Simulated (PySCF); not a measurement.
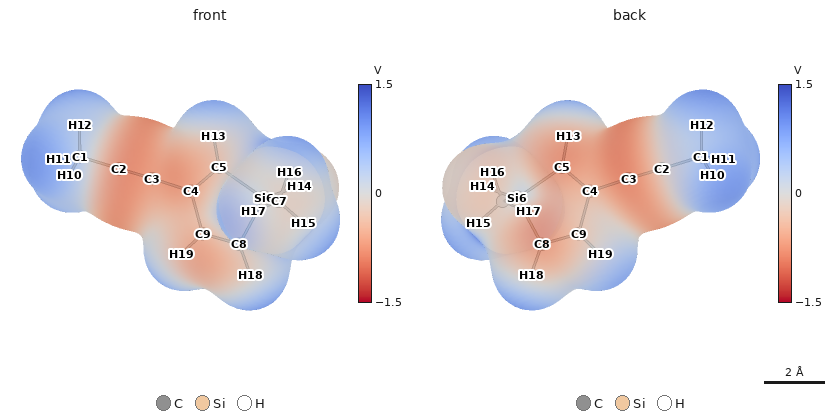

*C₈H₁₀Si. The molecular electrostatic potential painted on the density surface at 0.002 e/bohr³, seen from the front and from behind; the colour scale runs from red (negative) to blue (positive).*

Geometry: PBE0-D3(BJ)/def2-SVP.

The calculation used PBE0/pcSseg-1, SCF density, gas phase, non-relativistic in PySCF 2.14.0.

```xyz
19

C     4.5008    2.0640    0.4368
C     3.2067    1.4080    0.3902
C     2.1214    0.8602    0.3636
C     0.8497    0.2187    0.2940
C     0.1317   -0.2126    1.3666
Si   -1.4511   -0.9769    0.7216
C    -3.0257   -0.1345    1.3035
C    -0.9785   -0.6221   -1.0591
C     0.2236   -0.0153   -1.0425
H     5.0862    1.8556   -0.4730
H     4.3871    3.1568    0.5180
H     5.0886    1.7238    1.3041
H     0.5068   -0.0882    2.3840
H    -1.5348   -2.4456    1.0068
H    -3.9065   -0.5604    0.7987
H    -3.1593   -0.2655    2.3884
H    -2.9854    0.9430    1.0853
H    -1.5051   -0.8318   -1.9925
H     0.7631    0.3135   -1.9371
```

> Describe the electrostatic potential map.

The most negative region (about −0.9 V, or −21 kcal/mol for a unit charge) lies over C2 and C3, the most positive (about +1.0 V, or +23 kcal/mol for a unit charge) over Si6.

> What dipole moment does the calculation give?

Its dipole moment is 1.01 D.
